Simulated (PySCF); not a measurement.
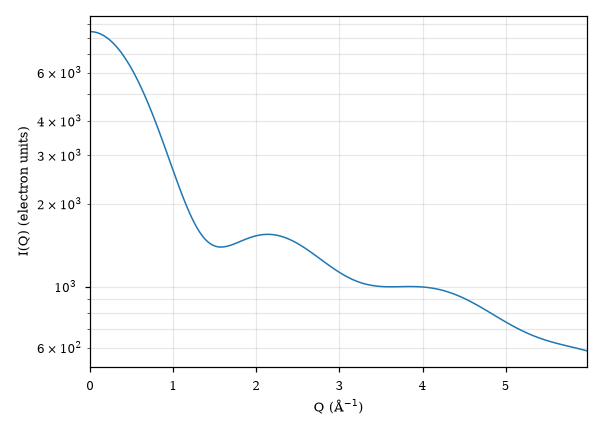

Elastic X-ray scattering of a randomly oriented, rigid molecule, calculated with the Debye equation from neutral-atom form factors (independent atoms, no Compton part, no vibration). The geometry is the end point of an optimisation (PBE0-D3(BJ)/def2-SVP geometry optimisation, gas phase (PySCF 2.14.0, density-fitted response routines)); it may be a saddle point or a higher isomer. It contains O, C, N, Ge, H.

> How many electrons does the independent-atom model of the molecule hold?

I(0) is the square of the electron number: I(0) = 8450, so about 92 electrons, the count of CH7Ge2NO.

> What radius of gyration does the initial fall-off give?

From I(Q) ≈ I(0) exp(−Q²R²/3) at small Q, R ≈ 1.95 Å. It is larger than the electron-weighted radius of the nuclear positions alone (1.84 Å), because each atom's electron cloud adds to it.
